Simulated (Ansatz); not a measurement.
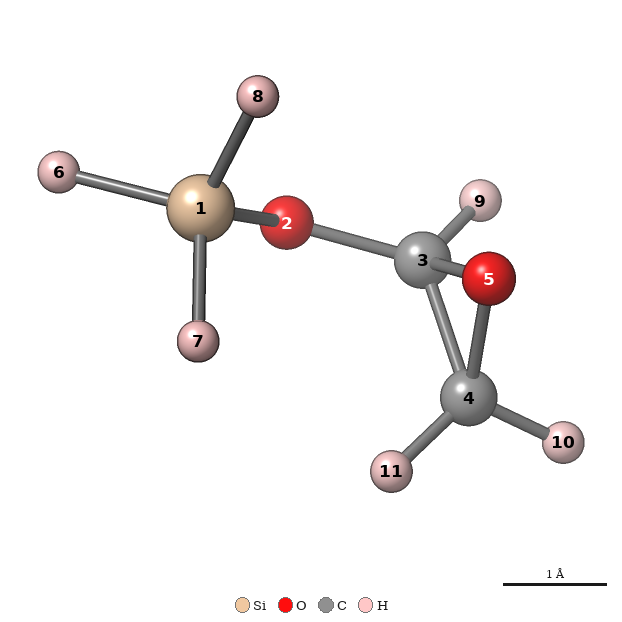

Orthographic view. Atoms fade into the background with distance from the viewer. The computed structure is the end point of a PBE-D4/def2-SVP optimisation. No frequency run is at hand to confirm it as a minimum.

Give the geometry as a Z-matrix, atoms in numerical order, with these reference atoms: 2 to 1; 3 to 2, 1; 4 to 3, 2, 1; 5 to 3, 2, 1; 6 to 1, 2, 3; 7 to 1, 6, 2; 8 to 1, 6, 7; 9 to 3, 2, 1; 10 to 4, 5, 3; 11 to 4, 10, 5.

```
Si 
O    1   1.704
C    2   1.378   1   121.3
C    3   1.475   2   122.0   1    66.6
O    3   1.419   2   116.9   1    -3.3
H    1   1.498   2   103.0   3  -177.8
H    1   1.505   6   109.6   2  -119.3
H    1   1.501   6   109.8   7  -121.3
H    3   1.108   2   111.7   1  -139.8
H    4   1.106   5   115.3   3   112.0
H    4   1.106  10   115.7   5  -138.9
```
